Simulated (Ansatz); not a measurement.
**C₂H₆Al (doublet): density, localisation and related maps**

Input

```
crystal:
  periodic: [false, false, false]
  atoms:
    - { symbol: C, position_ang: [-0.837, 0.7086, -1.5647] }
    - { symbol: Al, position_ang: [0.1943, 0.6406, 0.0893] }
    - { symbol: C, position_ang: [0.6097, -1.1324, 0.8552] }
    - { symbol: H, position_ang: [-0.43973, 1.9211, 0.66369] }
    - { symbol: H, position_ang: [-1.0304, 1.811, -1.869] }
    - { symbol: H, position_ang: [0.7061, 1.9943, 0.8021] }
    - { symbol: H, position_ang: [0.2302, -1.9314, 0.2418] }
    - { symbol: H, position_ang: [1.783, -1.2383, 0.9007] }
    - { symbol: H, position_ang: [0.2304, -1.1849, 1.9374] }
magnetization:
  spin_polarized: true
  initial_magnetization: 1
basis:
  gaussian: { orbitals: cc-pVDZ }
hamiltonian:
  xc: pbe0
  dispersion: d4
relax:
  f_tol: 0.02
  max_steps: 50
output:
  orbitals: {}
```

Run with:

```sh
ansatz run input.yaml --threads 2 --pin off --max-ram 3072MiB --backend cpu --events-out ev --progress --plain --runs-dir out
```

The fields are those of the relaxed geometry.

⟨S²⟩ = 1.04, above the pure value of 0.75; at this geometry the atoms fall into two loosely joined parts.

These are results of UKS PBE0-D4/cc-pVDZ in Ansatz 0.2.0, not measurements.

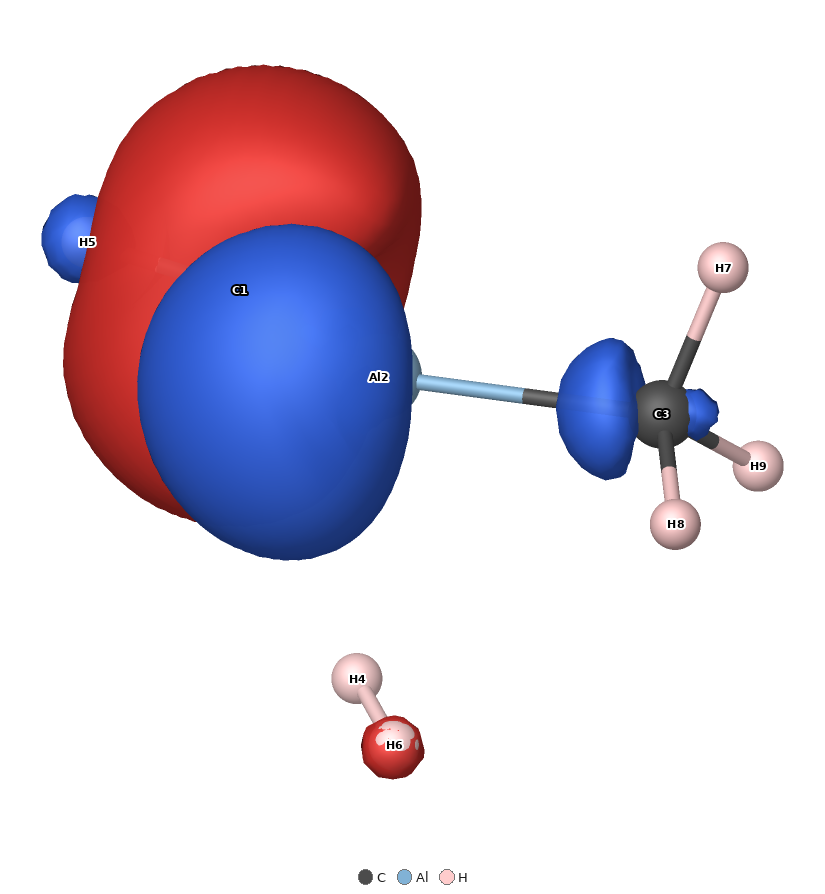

Figure 1. Isosurfaces of the spin density at +0.03 (red) and −0.03 e/Å³ (blue), seen at a tilt.

**Where is the unpaired spin?**

The unpaired spin (1 electron) lies mostly on C1 (about 1.2), in electrons by Hirshfeld's partition, with opposite, polarisation-induced spin on Al2 and C3.

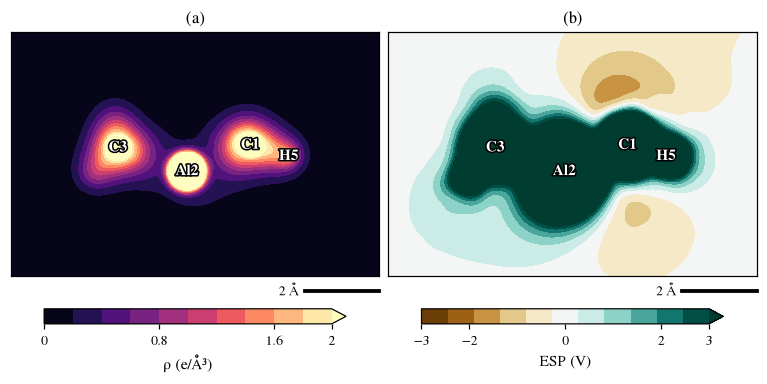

Figure 2. (a) total electron density; (b) molecular electrostatic potential on the plane of atoms C1, Al2 and C3.

**What do the fields say about this system?**

The section cuts through C, Al and H sites. C–Al (1.85 Å): ρ is about 0.71 e/Å³ halfway. C–Al (1.97 Å): the density is about 0.67 e/Å³ at the midpoint. C–H (1.10 Å): ρ is about 1.9 e/Å³ halfway. Outside the dense part of the molecule the potential is most negative (−1.7 V) near C1.

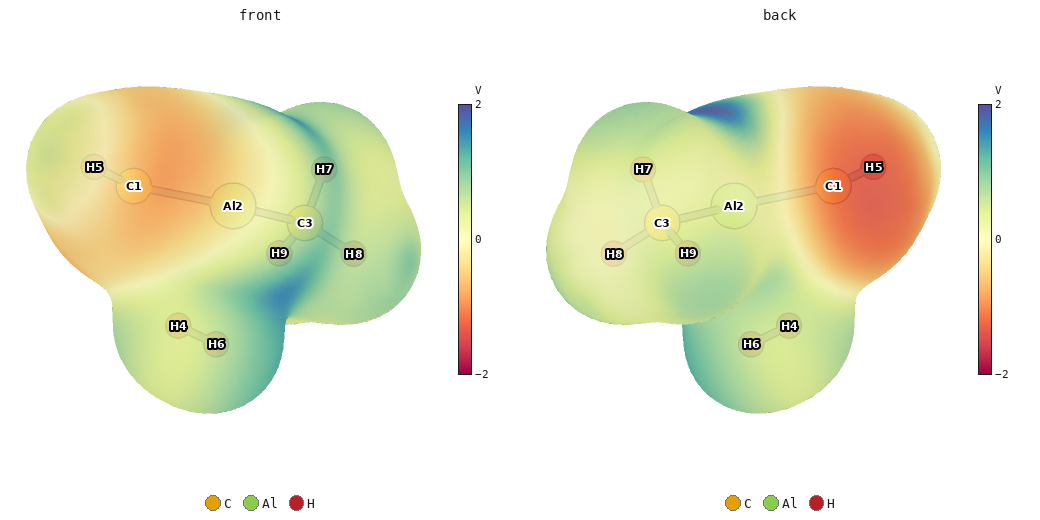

Figure 3. The electrostatic potential painted on the density surface at 0.002 e/bohr³, seen from the front and from behind; red is negative and blue positive.

**Where is the surface potential most negative and most positive?**

The most negative region (about −1.4 V) lies over C1, the most positive (about +1.8 V) over Al2.

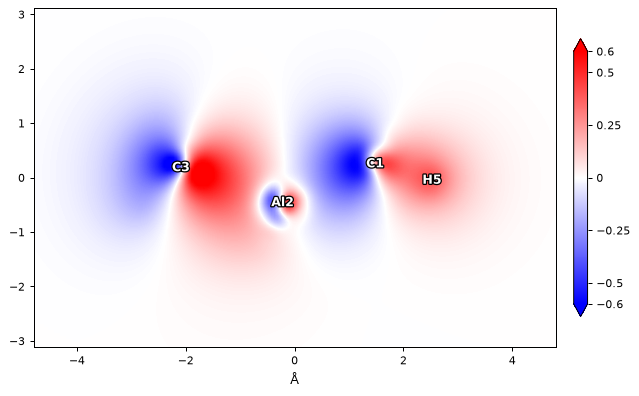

Figure 4. The HOMO−1 (β) on the plane of atoms C1, Al2 and C3 (values in Å⁻³ᐟ²; the overall sign is arbitrary).

**What is the character of this orbital?**

Its weight (Hirshfeld) is mainly on C3 (about 35 %), C1 (about 25 %), Al2 (about 20 %) and H5 (about 5 %). Its energy is −8.69 eV.
